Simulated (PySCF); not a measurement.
C5H13ClSSi

The calculation's input:

```
{"job": {"xc": "wB97X-D", "basis": "pcSseg-1", "solvent": "chloroform", "kind": "nmr", "pop": true}, "charge": 0, "multiplicity": 1}
C     -3.369499     0.344319    -1.007375
C     -2.295151     1.016857    -0.167750
C     -1.126166     0.094694     0.157620
C     -0.058634     0.784182     0.986708
S      1.304345    -0.303563     1.547174
Si     2.321027    -0.721893    -0.277130
C      3.984145    -1.431185     0.161183
Cl     2.577716     1.046528    -1.350622
H     -2.963182    -0.005890    -1.969729
H     -4.200291     1.031562    -1.227491
H     -3.790556    -0.532421    -0.489596
H     -2.737023     1.387618     0.774188
H     -1.916144     1.910865    -0.693700
H     -1.486455    -0.797991     0.696962
H     -0.681513    -0.275372    -0.783126
H      0.384679     1.633622     0.444202
H     -0.484332     1.180123     1.921924
H      1.551189    -1.618394    -1.184977
H      4.562224    -0.701317     0.746299
H      4.546981    -1.676689    -0.752157
H      3.867721    -2.348713     0.758382
```

Launched as:

```sh
OMP_NUM_THREADS=1 python ens_run.py task.json out
```

Geometry: PBE0-D3(BJ)/def2-SVP.

Level of theory: wB97X-D/pcSseg-1, SCF density, in a chloroform solvent model, non-relativistic (PySCF).

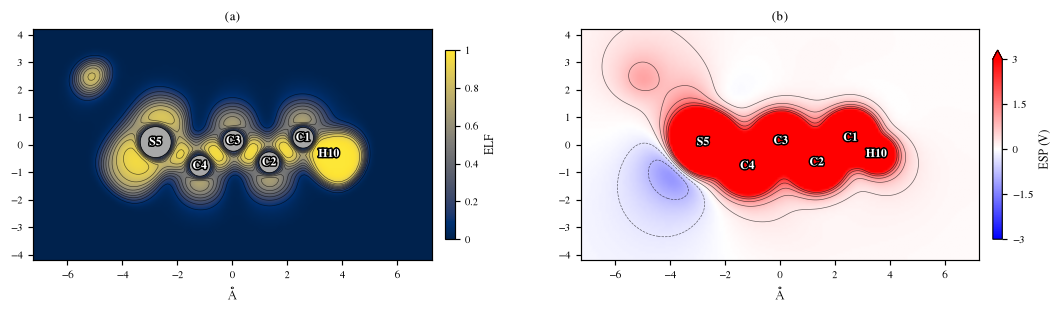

Figure 1. (a) ELF; (b) molecular electrostatic potential on the plane of atoms C1, C2 and C3. Grey discs cover the atomic cores in the ELF map.

Question: Interpret the plot.

Answer: Atoms in the plane: C, S and H. C–C (1.52 Å): the ELF peaks at about 0.95 between the atoms, as expected for a covalent bond. C–S (1.83 Å): the ELF peaks at about 0.90 between the atoms, as expected for localised, covalent bonding. C–H (1.10 Å): the ELF climbs to about 1 towards the hydrogen, as it does in any bond to H: an ordinary covalent bond to hydrogen. The ELF also peaks beside S5, away from the bonds: lone-pair regions. Outside the dense part of the molecule the potential is most negative (−1.2 V) near S5.

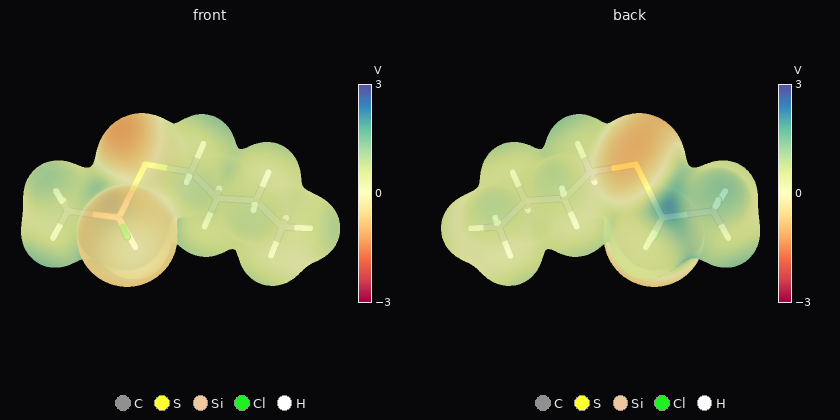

Figure 2. The molecular electrostatic potential painted on the density surface at 0.004 e/bohr³, seen from the front and from behind; the colour scale runs from red (negative) to blue (positive).

Question: Where is the surface potential most negative and most positive?

Answer: The most negative region (about −1.2 V) lies over S5, the most positive (about +2.0 V) over Si6.
